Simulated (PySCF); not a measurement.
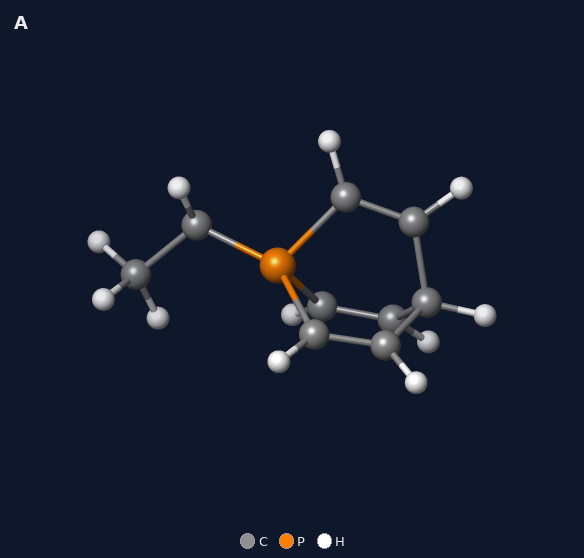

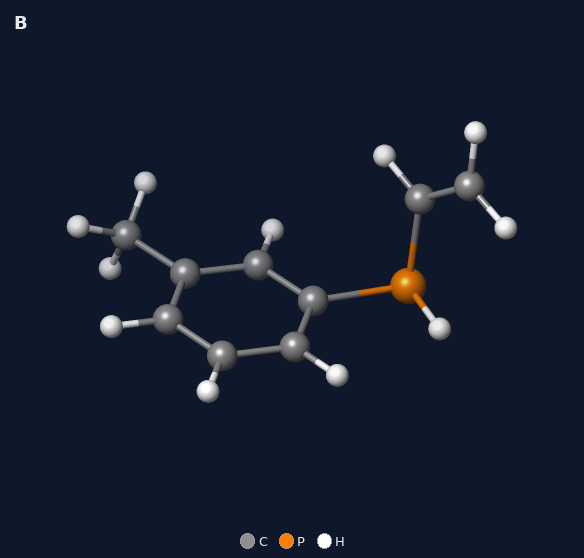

2 stationary structures of one formula. Geometries: GFN2-xTB. Electronic energies: PBE0/pcSseg-1 (PySCF 2.14.0), without zero-point energy. No frequency run is at hand to confirm each as a minimum. Each is one conformer, not always the lowest.

### Rank them by energy, lowest first.

B is lowest; A lies 297.4 kJ/mol above it. A is `CC=P12C=CC(C=C1)C=C2`, B is `C=CPc1cccc(C)c1`.

The geometry is semi-empirical. Around P such bond lengths and angles can be off by a tenth of an ångström or more and by several degrees, and values that hang on the shape move with them.
